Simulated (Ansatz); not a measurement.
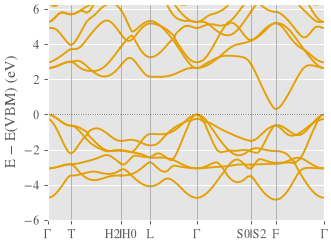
Figure. Band structure from plane-wave PAW LDA (Ansatz code)

Problem. Read off the gap and where the band edges lie.

Solution. About 0.3 eV (0.30 eV by a search for the band edges); maximum at Γ, minimum at F.

Problem. Which compound is it?
A) InGaP2, R3m (In on 3a, Ga on 3a, P on 3a, P on 3a)
B) CaZrN2, R-3m (Ca on 3a, Zr on 3b, N on 6c)
C) Zn2SeS, R3m (Zn on 3a, Zn on 3a, Se on 3a, S on 3a)
D) WS2, R3m (W on 3a, S on 3a, S on 3a)

Solution. B, CaZrN2, R-3m (Ca on 3a, Zr on 3b, N on 6c)

The workflow started from a Materials Project entry (that database holds measured and hypothetical structures alike); the Crystallography Open Database copy checked does not list it. Its standing as an ambient phase is unchecked. Symmetry was held in the LDA relaxation; of distortions, only those at the zone centre were tested. The run is not spin-polarised. Scalar-relativistic: spin–orbit coupling is off unless named, which matters more the heavier the elements.

Potentials: the later of the program's two PAW sets.
